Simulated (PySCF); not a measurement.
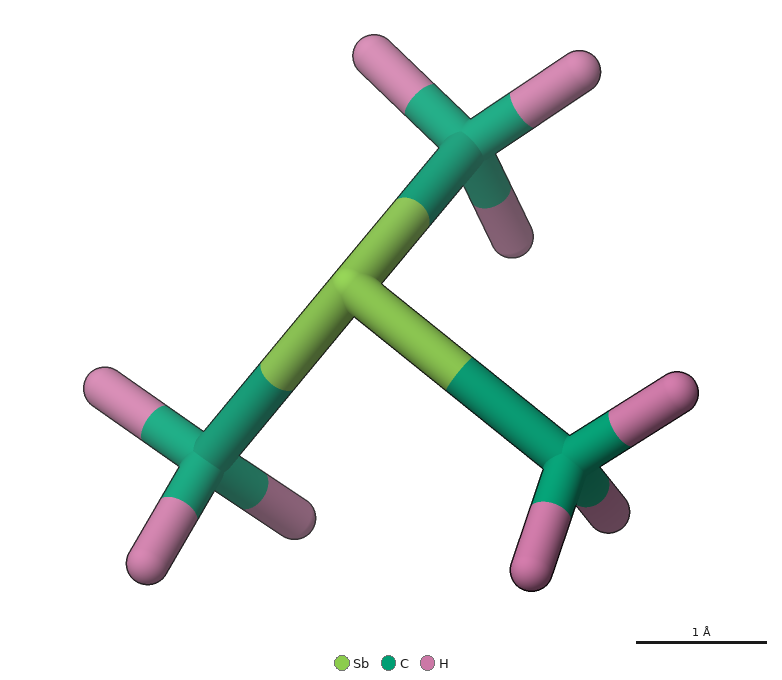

A stick model of a molecule.

The geometry was computed by an optimisation with PBE0-D3(BJ)/def2-SVP. No frequency run is at hand to confirm it as a minimum.

Description:

Formula C3H9Sb. Its SMILES string is `[CH3][Sb]([CH3])[CH3]`. Coordination: 1 Sb trigonal pyramidal; 3 C tetrahedral.

More results for the same structure follow; atom numbers are the same in all pictures, views and colours differ.

### Geometry

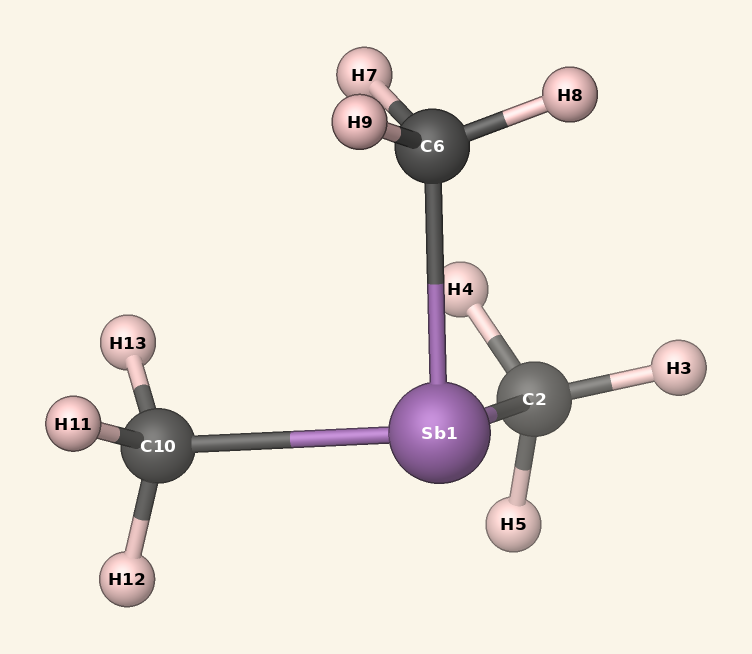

C2 lies behind Sb1. The molecule seen a little off the Sb1–C2 bond, Sb1 in front. Atoms fade into the background with distance from the viewer. No frequency run is at hand to confirm it as a minimum.

What is the torsion angle C6–Sb1–C2–H3? The sign is positive where the front bond must turn clockwise to cover the back bond.

Answer. 77°, synclinal (gauche).

### NMR shielding

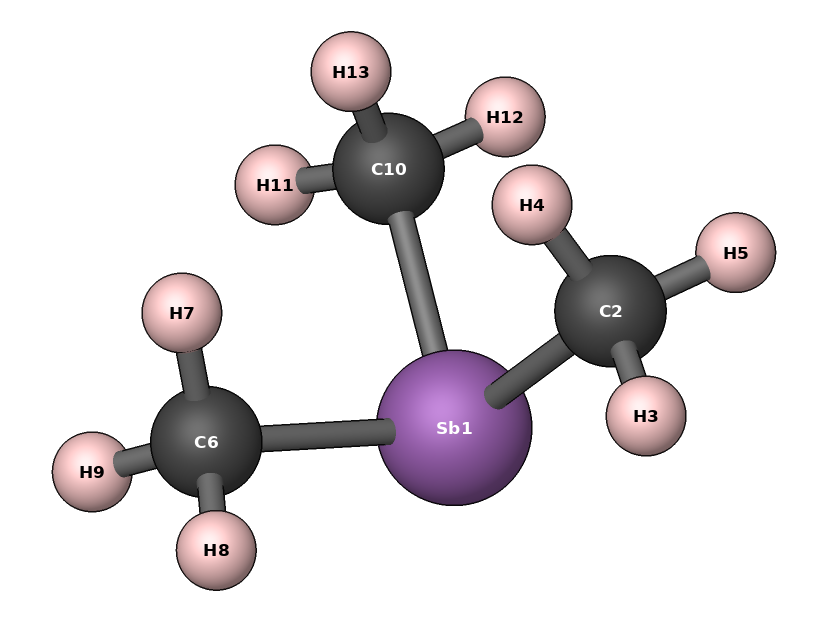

No frequency run is at hand to confirm it as a minimum. Properties computed with GIAO B3LYP/pcSseg-1 (def2-TZVP on Sb) NMR shielding, non-relativistic, gas phase, but for def2 core potentials on Sb (PySCF 2.14.0). Principal shieldings σ11 ≤ σ22 ≤ σ33, span Ω = σ33 − σ11, skew κ = 3(σiso − σ22)/Ω.

Give the shielding tensors of the C atoms.

```tsv
atom	σ11	σ22	σ33	σiso	Ω	κ
C2	161.3	164.9	184.8	170.3	23.4	0.70
C6	162.0	164.8	184.7	170.5	22.8	0.76
C10	163.0	164.4	184.8	170.7	21.8	0.88
```

Shieldings and span in ppm.

### Bond orders

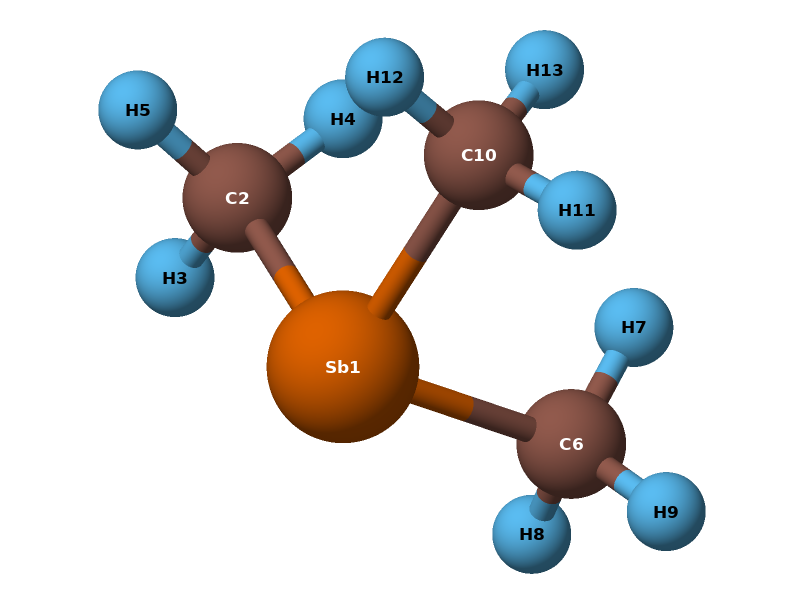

Every bond is drawn as one stick. No frequency run is at hand to confirm it as a minimum. Level of theory: PBE0/pcSseg-1 (def2-TZVP on Sb), core potentials on Sb (PySCF 2.14.0).

List the Mayer bond orders of Sb1–C2, Sb1–C6, Sb1–C10, C2–H3, C2–H4, C2–H5, C6–H7, C6–H8, C6–H9, C10–H11, C10–H12, C10–H13. Atoms whose distances differ by more than 0.02 Å in this geometry are listed apart.

```tsv
bond	Mayer order	length (Å)
Sb1–C2	1.06	2.171
Sb1–C6	1.06	2.171
Sb1–C10	1.06	2.171
C2–H3	0.95	1.099
C2–H4	0.94	1.100
C2–H5	0.95	1.100
C6–H7	0.94	1.100
C6–H8	0.95	1.100
C6–H9	0.95	1.100
C10–H11	0.95	1.100
C10–H12	0.95	1.099
C10–H13	0.94	1.100
```

### Electronic properties

No frequency run is at hand to confirm it as a minimum. Level of theory: B3LYP/pcSseg-1 (def2-TZVP on Sb), gas phase, core potentials on Sb (PySCF 2.14.0).

Give the LUMO energy (Kohn–Sham orbital) at this level.

Answer. 0.07 eV.

Give the HOMO energy (Kohn–Sham orbital) at this level.

Answer. −6.31 eV.

Estimate the dipole moment.

Answer. 0.45 D.
